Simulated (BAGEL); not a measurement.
# A workflow on singlet SiN2H4F+

Wanted: a single-point energy (singlet SiN2H4F+, HF/def2-SVP), then a single-point energy (doublet SiN2H4F, NEVPT2(3,3)/def2-SVP), then a single-point energy (doublet SiN2H4F, CASPT2(3,3)/def2-SVP) of FH4N2Si. 

Program for the calculation: BAGEL 1.2.2.

## (1) Starting point

The species is SiN2H4F+ (8 atoms), meant as a singlet with charge +1. SMILES of the parent species: `N[Si](N)F`. The N1–H6 distance was set to 1.612 Å, away from the relaxed value. That shape belongs to the parent species and isn't relaxed for this state. At this shape a bond of the SMILES string is far longer than usual.

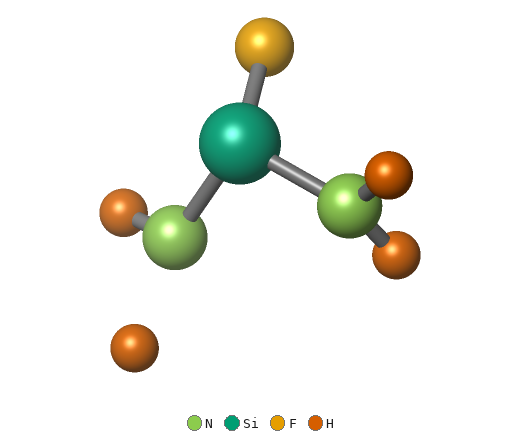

The structure, seen from a chosen angle (nitrogen green, silicon teal, fluorine amber, hydrogen orange).

## (2) The energy at HF/def2-SVP (density fitting with svp-jkfit) (run 1)

The input, calc.json:

```json
{ "bagel" : [

{
  "title" : "molecule",
  "basis" : "svp",
  "df_basis" : "svp-jkfit",
  "angstrom" : true,
  "geometry" : [
    { "atom" : "N", "xyz" : [      -0.845562,       0.603550,      -0.785989 ] },
    { "atom" : "Si", "xyz" : [       0.486538,      -0.448650,      -1.007389 ] },
    { "atom" : "N", "xyz" : [       0.749638,      -1.221250,       0.484611 ] },
    { "atom" : "F", "xyz" : [       0.014638,      -1.399150,      -2.220089 ] },
    { "atom" : "H", "xyz" : [      -1.362362,       0.920950,      -1.591089 ] },
    { "atom" : "H", "xyz" : [      -0.763800,       1.744700,       0.350200 ] },
    { "atom" : "H", "xyz" : [       1.617938,      -1.682750,       0.694411 ] },
    { "atom" : "H", "xyz" : [      -0.019562,      -1.570250,       1.037111 ] }
  ]
},

{
  "title" : "hf",
  "charge" : 1
},

{
  "title" : "print",
  "file" : "orbitals.molden",
  "orbitals" : true
}

]}
```

Run with:

```
BAGEL_NUM_THREADS=1 BAGEL calc.json > calc.out
```

Output:

```text
* using 1 threads per process

  ===============================================================
  ===============================================================

  *** Geometry ***

  { "atom" : "N", "xyz" : [     -1.597881,      1.140544,     -1.485304 ] },
  { "atom" : "Si", "xyz" : [      0.919424,     -0.847826,     -1.903689 ] },
  { "atom" : "N", "xyz" : [      1.416611,     -2.307828,      0.915782 ] },
  { "atom" : "F", "xyz" : [      0.027662,     -2.644010,     -4.195360 ] },
  { "atom" : "H", "xyz" : [     -2.574491,      1.740343,     -3.006722 ] },
  { "atom" : "H", "xyz" : [     -1.443373,      3.297005,      0.661782 ] },
  { "atom" : "H", "xyz" : [      3.057460,     -3.179937,      1.312247 ] },
  { "atom" : "H", "xyz" : [     -0.036967,     -2.967342,      1.959856 ] },

  Number of auxiliary basis functions:      431

  Since a DF basis is specified, we compute 2- and 3-index integrals:
    o Being stored without compression. Storage requirement is 0.022 GB

  Number of basis functions:       80
  Number of electrons      :       41

    * METHOD: MOLECULE                             0.28

  *** RHF ***

  === Nuclear Repulsion ===
   172.7608858995

      * DIIS with orbital gradients will be used.

  === RHF iteration (svp) ===
      0       -498.72810564          0.02381656           0.07
      1       -498.89497316          0.01700217           0.07
      2       -499.01349496          0.00187634           0.07
      3       -499.01521441          0.00107701           0.07
      4       -499.01576466          0.00014856           0.07
      5       -499.01578783          0.00007221           0.07
      6       -499.01579229          0.00003353           0.07
      7       -499.01579416          0.00001235           0.07
      8       -499.01579449          0.00000519           0.07
      9       -499.01579453          0.00000319           0.07
     10       -499.01579454          0.00000135           0.07
     11       -499.01579455          0.00000059           0.07
     12       -499.01579455          0.00000026           0.07
     13       -499.01579455          0.00000013           0.07
     14       -499.01579455          0.00000006           0.07
     15       -499.01579455          0.00000003           0.07
     16       -499.01579455          0.00000002           0.07
     17       -499.01579455          0.00000001           0.07
     18       -499.01579455          0.00000001           0.07
    * SCF iteration converged.

    * Permanent dipole moment:
           (   -0.821532,    -1.476488,    -0.860363) a.u.

    * METHOD: HF                                   1.46

    * METHOD: PRINT                                0.02

  ===============================================================
```

Wall time 1.9 s (1 thread of Arm Neoverse N1, shared host); peak memory 0.14 GiB.

## (3) Doublet neutral SiN2H4F: the energy at NEVPT2(3,3)/def2-SVP (density fitting with svp-jkfit) (run 2)

The input, job.json:

```json
{ "bagel" : [

{
  "title" : "molecule",
  "basis" : "svp",
  "df_basis" : "svp-jkfit",
  "angstrom" : "true",
  "geometry" : [
    { "atom" : "N", "xyz" : [   -0.845562,    0.603550,   -0.785989 ] },
    { "atom" : "Si", "xyz" : [    0.486538,   -0.448650,   -1.007389 ] },
    { "atom" : "N", "xyz" : [    0.749638,   -1.221250,    0.484611 ] },
    { "atom" : "F", "xyz" : [    0.014638,   -1.399150,   -2.220089 ] },
    { "atom" : "H", "xyz" : [   -1.362362,    0.920950,   -1.591089 ] },
    { "atom" : "H", "xyz" : [   -0.763800,    1.744700,    0.350200 ] },
    { "atom" : "H", "xyz" : [    1.617938,   -1.682750,    0.694411 ] },
    { "atom" : "H", "xyz" : [   -0.019562,   -1.570250,    1.037111 ] }
  ]
},
{ "title" : "hf", "charge" : 1 },
{
  "title" : "casscf",
  "nstate" : 1,
  "nact" : 3,
  "nclosed" : 19,
  "charge" : 0,
  "nspin" : 1,
  "active" : [18, 21, 22],
  "maxiter" : 200,
  "natocc" : "true"
},
{
  "title" : "nevpt2",
  "nstate" : 1,
  "nact" : 3,
  "nclosed" : 19,
  "charge" : 0,
  "nspin" : 1,
  "active" : [18, 21, 22],
  "maxiter" : 200,
  "natocc" : "true",
  "ncore" : 8
},
{ "title" : "print", "file" : "orbitals.molden", "orbitals" : "true" }

]}
```

Run with:

```
BAGEL_NUM_THREADS=1 BAGEL job.json > job.out
```

Output:

```text
* using 1 threads per process

  ===============================================================
  ===============================================================

  *** Geometry ***

  { "atom" : "N", "xyz" : [     -1.597881,      1.140544,     -1.485304 ] },
  { "atom" : "Si", "xyz" : [      0.919424,     -0.847826,     -1.903689 ] },
  { "atom" : "N", "xyz" : [      1.416611,     -2.307828,      0.915782 ] },
  { "atom" : "F", "xyz" : [      0.027662,     -2.644010,     -4.195360 ] },
  { "atom" : "H", "xyz" : [     -2.574491,      1.740343,     -3.006722 ] },
  { "atom" : "H", "xyz" : [     -1.443373,      3.297005,      0.661782 ] },
  { "atom" : "H", "xyz" : [      3.057460,     -3.179937,      1.312247 ] },
  { "atom" : "H", "xyz" : [     -0.036967,     -2.967342,      1.959856 ] },

  Number of auxiliary basis functions:      431

  Since a DF basis is specified, we compute 2- and 3-index integrals:
    o Being stored without compression. Storage requirement is 0.022 GB

  Number of basis functions:       80
  Number of electrons      :       41

    * METHOD: MOLECULE                             0.28

  *** RHF ***

  === Nuclear Repulsion ===
   172.7608858995

      * DIIS with orbital gradients will be used.

  === RHF iteration (svp) ===
      0       -498.72810564          0.02381656           0.07
      1       -498.89497316          0.01700217           0.07
      2       -499.01349496          0.00187634           0.07
      3       -499.01521441          0.00107701           0.07
      4       -499.01576466          0.00014856           0.07
      5       -499.01578783          0.00007221           0.07
      6       -499.01579229          0.00003353           0.07
      7       -499.01579416          0.00001235           0.07
      8       -499.01579449          0.00000519           0.07
      9       -499.01579453          0.00000319           0.07
     10       -499.01579454          0.00000135           0.07
     11       -499.01579455          0.00000059           0.07
     12       -499.01579455          0.00000026           0.07
     13       -499.01579455          0.00000013           0.07
     14       -499.01579455          0.00000006           0.07
     15       -499.01579455          0.00000003           0.07
     16       -499.01579455          0.00000002           0.07
     17       -499.01579455          0.00000001           0.07
     18       -499.01579455          0.00000001           0.07
    * SCF iteration converged.

    * Permanent dipole moment:
           (   -0.821532,    -1.476488,    -0.860363) a.u.

    * METHOD: HF                                   1.46

  ---------------------------
      CASSCF calculation
  ---------------------------

    ==== Active orbitals : =====
         Orbital 18
         Orbital 21
         Orbital 22
    ============================

    * nstate   :      1
    * nclosed  :     19
    * nact     :      3
    * nvirt    :     58
  === CASSCF iteration (svp) ===

    * Using the second-order algorithm

      0  0      -499.28220107     1.38e-02      0.03

      1  0      -499.33953584     1.63e-03      0.42

      2  0      -499.34157942     2.95e-04      0.46

      3  0      -499.34164126     8.72e-05      0.44

      4  0      -499.34164573     2.73e-05      0.43

      5  0      -499.34164611     8.62e-06      0.44

      6  0      -499.34164614     2.75e-06      0.43

      7  0      -499.34164614     8.78e-07      0.47

      8  0      -499.34164614     2.81e-07      0.43

      9  0      -499.34164614     8.99e-08      0.42

     10  0      -499.34164614     2.87e-08      0.38

     11  0      -499.34164614     9.17e-09      0.37

    * Second-order optimization converged. *

     guess   0:   closed 1..                  open .1.

  === FCI iteration ===

      0  0      -499.29461828     6.14e-02      0.00
      1  0      -499.34094766     6.48e-03      0.00
      2  0      -499.34164137     4.30e-04      0.00
      3  0      -499.34164589     9.45e-05      0.00
      4  0      -499.34164614     1.14e-05      0.00
      5  0      -499.34164614     5.05e-07      0.00
      6  0      -499.34164614     2.70e-10      0.00
      7  0 *    -499.34164614     7.99e-16      0.00

     * ci vector, state   0, <S^2> = 0.7500
       2a.    -0.9687837545
       .a2    -0.2473308675

    * METHOD: CASSCF                               4.90

    * freezing 8 orbitals

  === DF-NEVPT2 calculation ===

    * 3-index integral transformation done
    * assembly done

      NEVPT2 correlation energy:   -0.5773490029      0.25

          (+0)     -0.4781247394
          (+0)'    -0.0233523717
          (+1)     -0.0205877677
          (+1)'    -0.0007835366
          (+2)     -0.0005215890
          (-1)     -0.0486231176
          (-1)'    -0.0007136864
          (-2)     -0.0046421943

      NEVPT2 total energy:       -499.9189951478

    * METHOD: NEVPT2                               0.39

    * METHOD: PRINT                                0.02

  ===============================================================
```

Run time: 7.2 s. Hardware: 1 thread of Arm Neoverse N1, shared host; peak memory 0.14 GiB.

## (4) Doublet neutral SiN2H4F: the energy at CASPT2(3,3)/def2-SVP (density fitting with svp-jkfit) (run 3)

The input, input.json:

```json
{ "bagel" : [

{
  "title" : "molecule",
  "basis" : "svp",
  "df_basis" : "svp-jkfit",
  "angstrom" : true,
  "geometry" : [
    { "atom" : "N", "xyz" : [      -0.845562,       0.603550,      -0.785989 ] },
    { "atom" : "Si", "xyz" : [       0.486538,      -0.448650,      -1.007389 ] },
    { "atom" : "N", "xyz" : [       0.749638,      -1.221250,       0.484611 ] },
    { "atom" : "F", "xyz" : [       0.014638,      -1.399150,      -2.220089 ] },
    { "atom" : "H", "xyz" : [      -1.362362,       0.920950,      -1.591089 ] },
    { "atom" : "H", "xyz" : [      -0.763800,       1.744700,       0.350200 ] },
    { "atom" : "H", "xyz" : [       1.617938,      -1.682750,       0.694411 ] },
    { "atom" : "H", "xyz" : [      -0.019562,      -1.570250,       1.037111 ] }
  ]
},

{ "title" : "hf", "charge" : 1 },

{ "title" : "casscf", "nstate" : 1, "nact" : 3, "nclosed" : 19, "nspin" : 1, "active" : [18, 21, 22], "maxiter" : 200, "natocc" : true },

{ "title" : "print", "file" : "orbitals.molden", "orbitals" : true },

{ "title" : "smith", "method" : "caspt2", "ms" : true, "xms" : true, "sssr" : true, "shift" : 0.2, "shift_imag" : true, "ncore" : 8 }

]}
```

Run with:

```
BAGEL_NUM_THREADS=1 BAGEL input.json > input.out
```

Output:

```text
* using 1 threads per process

  ===============================================================
  ===============================================================

  *** Geometry ***

  { "atom" : "N", "xyz" : [     -1.597881,      1.140544,     -1.485304 ] },
  { "atom" : "Si", "xyz" : [      0.919424,     -0.847826,     -1.903689 ] },
  { "atom" : "N", "xyz" : [      1.416611,     -2.307828,      0.915782 ] },
  { "atom" : "F", "xyz" : [      0.027662,     -2.644010,     -4.195360 ] },
  { "atom" : "H", "xyz" : [     -2.574491,      1.740343,     -3.006722 ] },
  { "atom" : "H", "xyz" : [     -1.443373,      3.297005,      0.661782 ] },
  { "atom" : "H", "xyz" : [      3.057460,     -3.179937,      1.312247 ] },
  { "atom" : "H", "xyz" : [     -0.036967,     -2.967342,      1.959856 ] },

  Number of auxiliary basis functions:      431

  Since a DF basis is specified, we compute 2- and 3-index integrals:
    o Being stored without compression. Storage requirement is 0.022 GB

  Number of basis functions:       80
  Number of electrons      :       41

    * METHOD: MOLECULE                             0.28

  *** RHF ***

  === Nuclear Repulsion ===
   172.7608858995

      * DIIS with orbital gradients will be used.

  === RHF iteration (svp) ===
      0       -498.72810564          0.02381656           0.07
      1       -498.89497316          0.01700217           0.07
      2       -499.01349496          0.00187634           0.07
      3       -499.01521441          0.00107701           0.07
      4       -499.01576466          0.00014856           0.07
      5       -499.01578783          0.00007221           0.07
      6       -499.01579229          0.00003353           0.07
      7       -499.01579416          0.00001235           0.07
      8       -499.01579449          0.00000519           0.07
      9       -499.01579453          0.00000319           0.07
     10       -499.01579454          0.00000135           0.07
     11       -499.01579455          0.00000059           0.07
     12       -499.01579455          0.00000026           0.07
     13       -499.01579455          0.00000013           0.07
     14       -499.01579455          0.00000006           0.07
     15       -499.01579455          0.00000003           0.07
     16       -499.01579455          0.00000002           0.07
     17       -499.01579455          0.00000001           0.07
     18       -499.01579455          0.00000001           0.07
    * SCF iteration converged.

    * Permanent dipole moment:
           (   -0.821532,    -1.476488,    -0.860363) a.u.

    * METHOD: HF                                   1.45

  ---------------------------
      CASSCF calculation
  ---------------------------

    ==== Active orbitals : =====
         Orbital 18
         Orbital 21
         Orbital 22
    ============================

    * nstate   :      1
    * nclosed  :     19
    * nact     :      3
    * nvirt    :     58
  === CASSCF iteration (svp) ===

    * Using the second-order algorithm

      0  0      -499.28220107     1.38e-02      0.03

      1  0      -499.33953584     1.63e-03      0.42

      2  0      -499.34157942     2.95e-04      0.45

      3  0      -499.34164126     8.72e-05      0.44

      4  0      -499.34164573     2.73e-05      0.43

      5  0      -499.34164611     8.62e-06      0.44

      6  0      -499.34164614     2.75e-06      0.43

      7  0      -499.34164614     8.78e-07      0.46

      8  0      -499.34164614     2.81e-07      0.43

      9  0      -499.34164614     8.99e-08      0.42

     10  0      -499.34164614     2.87e-08      0.38

     11  0      -499.34164614     9.17e-09      0.37

    * Second-order optimization converged. *

     guess   0:   closed 1..                  open .1.

  === FCI iteration ===

      0  0      -499.29461828     6.14e-02      0.00
      1  0      -499.34094766     6.48e-03      0.00
      2  0      -499.34164137     4.30e-04      0.00
      3  0      -499.34164589     9.45e-05      0.00
      4  0      -499.34164614     1.14e-05      0.00
      5  0      -499.34164614     5.05e-07      0.00
      6  0      -499.34164614     2.70e-10      0.00
      7  0 *    -499.34164614     7.99e-16      0.00

     * ci vector, state   0, <S^2> = 0.7500
       2a.    -0.9687837545
       .a2    -0.2473308675

    * METHOD: CASSCF                               4.86

    * METHOD: PRINT                                0.02

  === SMITH program ===

    * freezing 8 orbitals

    * Approximate memory requirement for SMITH calulation per MPI process:
      o Storage requirement for T-amplitude, lambda, and residual is 0.02 GB
      o Storage requirement for MO integrals is 0.01 GB
    * Calculating and saving rdm4f

    * Zeroth order energy : state  0       -0.9809693907

    * CASPT2 iteration is performed using orthogonal basis

      -------------------------------------------  CASPT2 iteration  ---------------------------------------------------
       #      aibj      arbs      arbi      airj      risj      airs      arst      rist         Etot      error   time
      ------------------------------------------------------------------------------------------------------------------

       0  -0.47732  -0.00562  -0.05115  -0.02239  -0.00072  -0.02199  -0.00080  -0.00085   -0.5808433  0.0012415   0.14
       1  -0.47739  -0.00565  -0.05125  -0.02246  -0.00076  -0.02226  -0.00082  -0.00089   -0.5814768  0.0001735   0.12
       2  -0.47740  -0.00565  -0.05124  -0.02247  -0.00076  -0.02227  -0.00082  -0.00089   -0.5814923  0.0000329   0.12
       3  -0.47740  -0.00565  -0.05124  -0.02246  -0.00076  -0.02227  -0.00082  -0.00089   -0.5814928  0.0000061   0.13
       4  -0.47740  -0.00565  -0.05124  -0.02246  -0.00076  -0.02227  -0.00082  -0.00089   -0.5814929  0.0000012   0.13
       5  -0.47740  -0.00565  -0.05124  -0.02246  -0.00076  -0.02227  -0.00082  -0.00089   -0.5814929  0.0000002   0.13

      ------------------------------------------------------------------------------------------------------------------

    * CASPT2 energy : state  0     -499.9255143901
        w/o shift correction       -499.9231390017
        reference weight              0.8571808985

    * METHOD: SMITH                                1.08

  ===============================================================
```

Wall time 8.1 s (1 thread of Arm Neoverse N1, shared host); peak memory 0.18 GiB.

## (5) Results

| quantity | value |
| --- | --- |
| run 1, HF/def2-SVP: total energy | -499.01579 Eh |
| run 1, HF/def2-SVP: HOMO energy | -17.27 eV |
| run 1, HF/def2-SVP: LUMO energy | -6.55 eV |
| run 1, HF/def2-SVP: HOMO–LUMO gap | 10.71 eV |
| doublet neutral SiN2H4F, run 2: total energy | -499.91900 Eh |
| doublet neutral SiN2H4F, run 3: total energy | -499.92551 Eh |
